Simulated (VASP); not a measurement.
Band structure of SnSe (relaxed from the wurtzite structure, space group P6_3mc). These are PBE GGA, VASP's PBE PAW potentials (set 64) (plane waves; VASP) values and carry that method's errors.

Unless said otherwise, spin-orbit coupling is left out, though it shifts the bands of the heavy elements here.

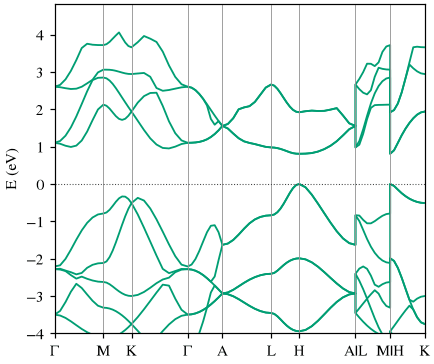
Figure: Bands along high-symmetry lines, zero at the valence-band maximum or, without a gap, the Fermi level

Task: Read the plot: is there a gap, and where are the band edges?

Result: The gap is direct, 0.81 eV, from the valence maximum at H to the conduction minimum at H. (Edges off the drawn lines would not show.)

The structure was generated: SnSe was put into the wurtzite type (P6_3mc), which need not be its known phase. It was relaxed first, which changed the volume by +31 %.
